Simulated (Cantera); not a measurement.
Feed: 1 mol SiHCl3, 0.32 mol C3H8, 1000 mol H2, at 4.35 Torr.

These are equilibrium values from Cantera (NASA tables, ideal gas, pure condensed phases), not measurements of a reactor. Candidate condensed phases: C, C6H6, C7H8, C8H18, Si, SiC; 109 gas species. The numbers say what is thermodynamically allowed, not how fast it happens.

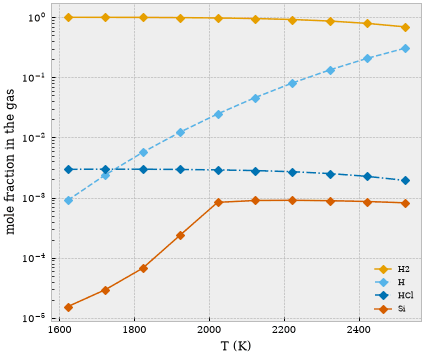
Fig. 1. Equilibrium gas composition (values under 1e-9 drawn at 1e-9)

From 1623 K to 2023 K the condensed part is SiC(s). From 2123 K to 2523 K nothing is condensed. The main Si-bearing gas is SiCl2 at 1623 K and Si at 2523 K.
